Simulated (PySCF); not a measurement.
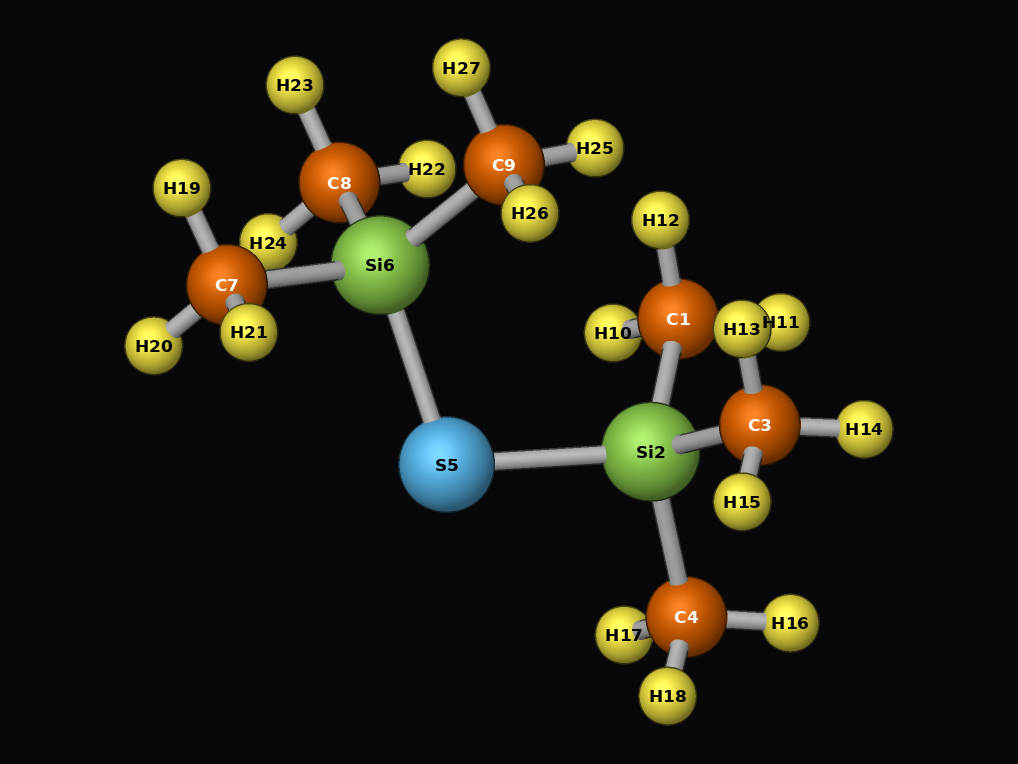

The computed structure is the end point of a PBE0-D3(BJ)/def2-SVP optimisation. No frequency run is at hand to confirm it as a minimum. Level of theory: GIAO CAM-B3LYP/pcSseg-1 NMR shielding, non-relativistic, gas phase (PySCF 2.14.0). Principal shieldings σ11 ≤ σ22 ≤ σ33, span Ω = σ33 − σ11, skew κ = 3(σiso − σ22)/Ω.

Give the shielding tensors of the S atoms.

```tsv
atom	σ11	σ22	σ33	σiso	Ω	κ
S5	682.6	683.9	780.7	715.7	98.1	0.97
```

Shieldings and span in ppm.
